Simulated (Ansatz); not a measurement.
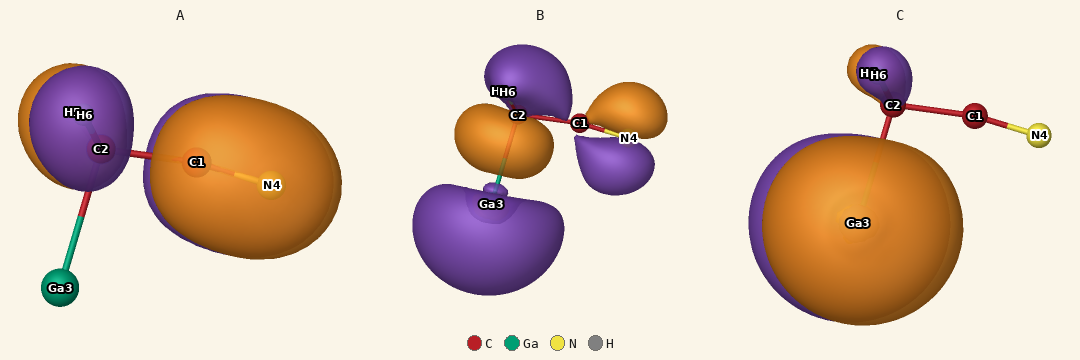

The picture shows: C2H2GaN (SMILES N#C[CH2][Ga]). Three frontier orbitals at ±0.08 Å⁻³ᐟ² (orange and purple are the two phases), in no order.

Geometry: B3LYP-D3(BJ)/def2-SVP.

The calculation used Ansatz, isolated molecule in a Gaussian basis; Kohn-Sham density functional theory, functional PBE0.

```tsv
atom	x (Å)	y (Å)	z (Å)
C	-1.7353	-0.2867	-0.7813
C	-0.8839	-1.4201	-1.0220
Ga	0.2808	-0.6109	-2.6311
N	-2.3329	0.7129	-0.7232
H	-1.4534	-2.3107	-1.3327
H	-0.2620	-1.6674	-0.1466
```

**Order the three orbitals by energy and name them.**

A is the HOMO−1 (−9.04 eV). It lies mainly on N4 (about 50 %), C1 (about 35 %) and C2 (about 10 %); π-bonding across N4–C1. B is the HOMO (−6.56 eV). Its weight (Hirshfeld) is mainly on Ga3 (about 50 %), C2 (about 30 %) and N4 (about 10 %). C is the LUMO (−2.04 eV). Its weight (Hirshfeld) is mainly on Ga3 (about 90 %).

**What is the HOMO–LUMO gap?**

4.52 eV between the orbital energies.
